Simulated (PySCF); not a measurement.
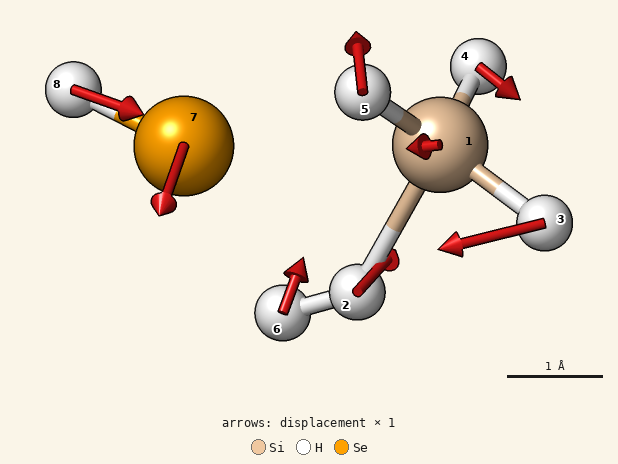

A relaxation of SiH6Se (coarse preliminary run). The starting structure is drawn; red arrows show the displacements, at their true length. The two geometries are superimposed by the best rigid fit.

Style: ball-and-stick. Shown at a tilt.

The reaction that was planned forms Si1–Se7, H2–H6 and breaks Si1–H2, H6–Se7 (atoms numbered from 1 in input order).

All numbers below come from RKS PBE0-D4/def2-SVP, partitioned rational-function steps on a Bofill-updated Hessian (PySCF). 

Describe the change and its energy.

Answer. Se7 moves most after the best rigid fit: 1.26 Å. By element the largest moves are Se 1.26 Å, H 1.19 Å, Si 0.44 Å. Among the contacts that change: Si1–H6 2.692 → 1.923 Å, Si1–Se7 3.083 → 2.703 Å, H6–Se7 2.068 → 1.797 Å, Si1–H2 1.913 → 1.715 Å. Among the angles between lasting bonds that change: H4–Si1–H5 120.5° → 102.1°. Over 40 geometry steps the energy falls by 22.0 kcal/mol. The run took 2.7 min on 4 threads of Arm Neoverse V2 (shared host).
